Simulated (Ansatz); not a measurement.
## Ligand exchange: Mo(CH3)(OH)O2 + C4H8O2 → Mo(OH)2O2 + C5H10O

Species: Mo(CH3)(OH)O2, singlet; C4H8O2 (butyric acid) `CCCC(=O)O`, singlet; Mo(OH)2O2 (molybdic acid), singlet; C5H10O (2-pentanone) `CCCC(C)=O`, singlet. The partners trade CH3 for OH: Mo–CH3 and C–OH bonds give way to Mo–OH and C–CH3.

Shapes, held fixed at every level: PBE0-D4/def2-TZVP. Flexible molecules stand in one conformer, not always the lowest. Programs: Ansatz 0.2.0. Electronic energies: no zero-point or thermal term.

```json
{"level": "PBE-D4/def2-TZVPP", "kind": "GGA", "ΔE (kJ/mol)": "-47.7", "less CCSD(T)/def2-TZVPP": "-1.8"}
{"level": "r2SCAN-D4/def2-TZVPP", "kind": "meta-GGA", "ΔE (kJ/mol)": "-50.0", "less CCSD(T)/def2-TZVPP": "-4.1"}
{"level": "B3LYP-D4/def2-TZVPP", "kind": "global hybrid", "ΔE (kJ/mol)": "-51.5", "less CCSD(T)/def2-TZVPP": "-5.6"}
{"level": "PBE0-D4/def2-TZVPP", "kind": "global hybrid", "ΔE (kJ/mol)": "-45.2", "less CCSD(T)/def2-TZVPP": "+0.7"}
{"level": "wB97M-V/def2-TZVPP", "kind": "range-separated hybrid", "ΔE (kJ/mol)": "-46.7", "less CCSD(T)/def2-TZVPP": "-0.8"}
{"level": "wB97X-V/def2-TZVPP", "kind": "range-separated hybrid", "ΔE (kJ/mol)": "-49.5", "less CCSD(T)/def2-TZVPP": "-3.6"}
{"level": "MP2/def2-TZVPP", "kind": "perturbation theory", "ΔE (kJ/mol)": "-51.2", "less CCSD(T)/def2-TZVPP": "-5.3"}
{"level": "CCSD(T)/def2-TZVPP", "kind": "coupled cluster or CI", "ΔE (kJ/mol)": "-45.9", "less CCSD(T)/def2-TZVPP": "0.0"}
```

The highest level, CCSD(T)/def2-TZVPP, gives ΔE = -45.9 kJ/mol; the levels span -51.5 to -45.2. The column of differences is taken from that level and isn't an error. No measured value is set beside it here. For atoms past krypton def2 sets carry core potentials with scalar relativity. Correlated rows may include outer-core shells of Mo, which these sets cover unevenly.

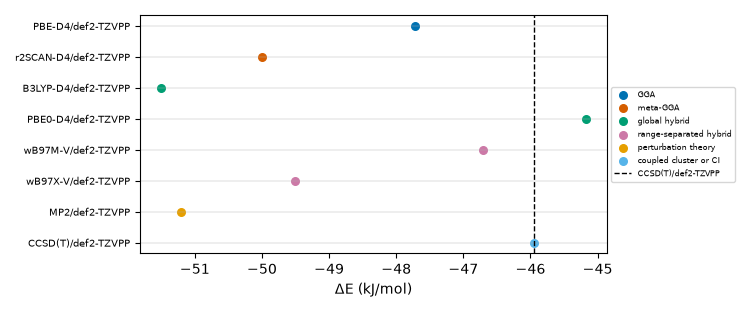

The values of the table, level by level.
